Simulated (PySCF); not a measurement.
NMR shielding calculation, with input and output: B$_{3}$SiNH$_{6}$O$_{4}$

B$_{3}$SiNH$_{6}$O$_{4}$, computed with GIAO PBE0/pcSseg-1 NMR shielding, non-relativistic, gas phase (PySCF 2.14.0).

The geometry comes from this level: PBE0-D3(BJ)/def2-SVP. Figures and captions count atoms from 1; the log counts them from 0 in places.

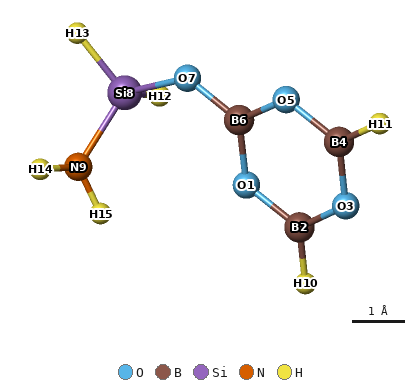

Figure 1. The input geometry (ball-and-stick view, seen at a tilt; atoms are numbered from 1 in the order of the input). Bond lengths as drawn: B–H 1.20 Å, B–O 1.34 to 1.39 Å, H–N 1.01 Å, H–Si 1.48 to 1.49 Å, N–Si 1.71 Å and O–Si 1.70 Å.

Input file
```
{"job": {"kind": "nmr", "xc": "PBE0", "basis": "pcSseg-1"}, "charge": 0, "multiplicity": 1}
O     -0.596372     0.799397    -0.015814
B     -1.740429     1.501361     0.238586
O     -2.899834     0.828294     0.520789
B     -2.919511    -0.545673     0.552918
O     -1.777357    -1.244130     0.296041
B     -0.599000    -0.590977     0.004740
O      0.518154    -1.282495    -0.253182
Si     2.058785    -0.685452    -0.638893
N      2.698314     0.437841     0.481732
H     -1.728562     2.704387     0.218069
H     -3.941923    -1.124739     0.808542
H      1.938870    -0.036787    -1.971326
H      2.931437    -1.885262    -0.647864
H      3.109808     0.132092     1.355372
H      2.297100     1.365476     0.561021
```

The first line tells a small driver script what to run in PySCF; the rest is the geometry in Å.

Run as:
```bash
OMP_NUM_THREADS=1 python <driver script> task.json out
```

Log
```
coarse grid: 14008 points
cycle   1  E = -722.7311203027  dE =  1.446e+00  |g| = 1.180e+00  |ddm| = 3.521e+00
cycle   2  E = -722.4901639883  dE =  2.410e-01  |g| = 1.655e+00  |ddm| = 1.610e+00
cycle   3  E = -722.9722864154  dE = -4.821e-01  |g| = 8.935e-02  |ddm| = 1.029e+00
cycle   4  E = -722.9731182700  dE = -8.319e-04  |g| = 6.410e-02  |ddm| = 9.197e-02
cycle   5  E = -722.9738454239  dE = -7.272e-04  |g| = 1.045e-02  |ddm| = 3.935e-02
cycle   6  E = -722.9738653718  dE = -1.995e-05  |g| = 2.411e-03  |ddm| = 8.650e-03
cycle   7  E = -722.9738664849  dE = -1.113e-06  |g| = 8.828e-04  |ddm| = 2.098e-03
final grid: 133608 points
cycle   8  E = -723.0583962407  dE = -4.916e-05  |g| = 1.168e-02  |ddm| = 2.153e-02
cycle   9  E = -723.0583685400  dE =  2.770e-05  |g| = 1.703e-02  |ddm| = 1.519e-02
cycle  10  E = -723.0584204507  dE = -5.191e-05  |g| = 8.581e-04  |ddm| = 9.508e-03
cycle  11  E = -723.0584205643  dE = -1.136e-07  |g| = 3.847e-04  |ddm| = 6.922e-04
cycle  12  E = -723.0584205886  dE = -2.432e-08  |g| = 6.006e-05  |ddm| = 2.398e-04
cycle  13  E = -723.0584205893  dE = -6.896e-10  |g| = 1.962e-05  |ddm| = 6.389e-05
```

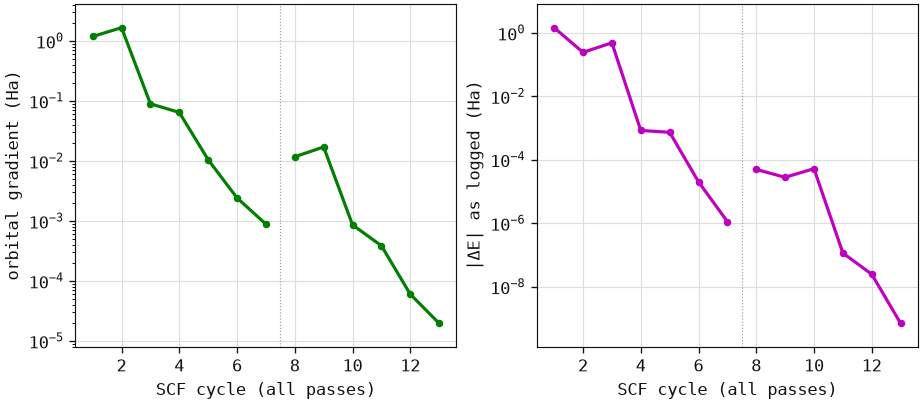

Figure 2. Convergence of the self-consistent field: orbital gradient and size of the energy change against the SCF cycle. The dotted line marks the change from a coarse to the final integration grid. The first 7 cycles use a coarse grid, the final grid takes over at cycle 8, and the field converges after 13 cycles in all.

```
converged SCF energy = -723.0584205893

GIAO shielding tensors (ppm)
atom      isotropic    diamagn.    paramagn.     s11        s22        s33       span
  0 O      139.825     400.194    -260.369     -1.222    119.162    301.535    302.757
  1 B       73.507     197.796    -124.289     60.336     67.378     92.807     32.471
  2 O      115.262     393.795    -278.534    -74.212     92.716    327.282    401.494
  3 B       73.115     195.592    -122.477     57.371     69.263     92.710     35.339
  4 O      140.831     396.247    -255.416      2.048    112.552    307.894    305.846
  5 B       84.673     200.217    -115.543     68.965     87.571     97.483     28.519
  6 O      192.987     400.248    -207.261    124.308    184.740    269.914    145.606
  7 Si     383.909     879.501    -495.592    354.334    392.377    405.017     50.683
  8 N      229.203     321.499     -92.296    203.155    230.266    254.186     51.031
  9 H       26.730      29.821      -3.091     23.246     26.366     30.578      7.332
 10 H       26.680      27.936      -1.256     23.285     25.915     30.840      7.554
 11 H       26.257      29.549      -3.292     22.813     24.859     31.100      8.286
 12 H       26.610      27.779      -1.169     22.584     24.957     32.288      9.705
 13 H       29.890      30.592      -0.702     24.176     25.202     40.293     16.117
 14 H       29.810      33.645      -3.835     22.847     27.158     39.426     16.579
```

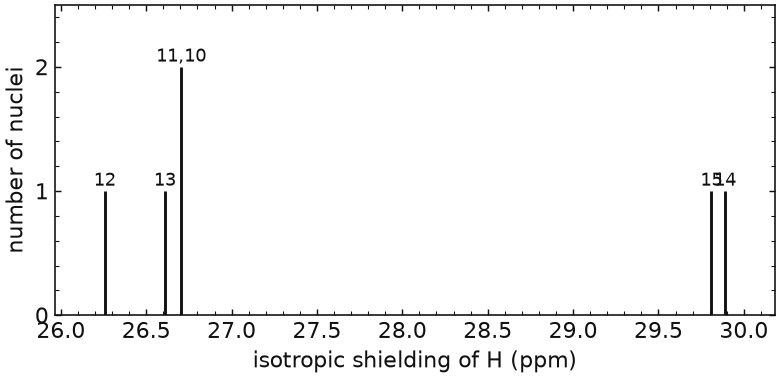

Figure 3. Isotropic shieldings of the hydrogen nuclei in this fixed geometry, labelled by atom number; shielding grows to the right, so chemical shift grows to the left. The least shielded is H12 (26.3 ppm), the most shielded H14 (29.9 ppm).

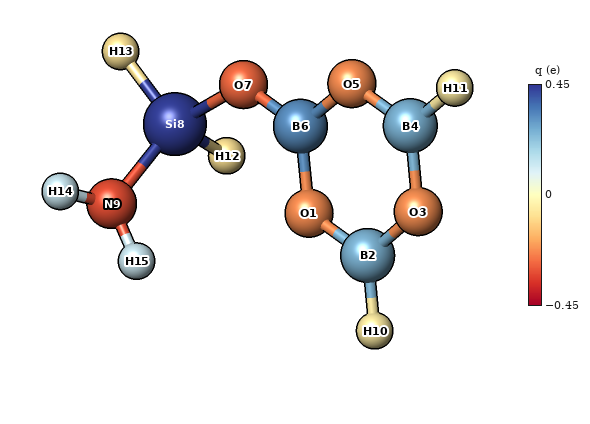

Figure 4. Hirshfeld charges, as the colour of each atom (ball-and-stick view, seen at a tilt; atoms are numbered from 1 in the order of the input). By element: O −0.27 to −0.22, B +0.25 to +0.31, Si +0.43, N −0.31 and H −0.08 to +0.13 e.

Results in brief

```tsv
quantity	value
outcome	converged
total energy	−723.058421 hartree
HOMO	−7.96 eV
LUMO	−0.45 eV
dipole moment	1.92 D
isotropic shielding, O	115.3 to 193.0 ppm
isotropic shielding, B	73.1 to 84.7 ppm
isotropic shielding, Si	383.9 ppm
isotropic shielding, N	229.2 ppm
isotropic shielding, H	26.3 to 29.9 ppm
hardware	1 CPU thread, shared host
wall time	26 s
peak memory	0.92 GiB
```
